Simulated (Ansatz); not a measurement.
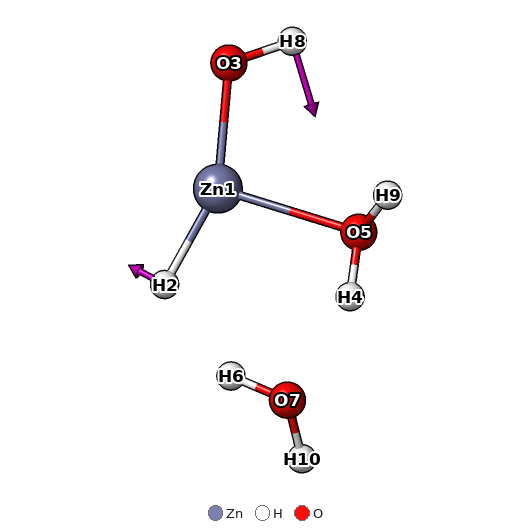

The arrows show one normal mode. Harmonic vibrations computed with RKS PBE0-D4/def2-TZVP (Ansatz 0.2.0) at a stationary point of the same level.

Describe the motion.

Answer. Mostly H–O–Zn bending.

Estimate its harmonic wavenumber.

Answer. 755 cm⁻¹; it is mode 15 of 24 counted from the lowest.
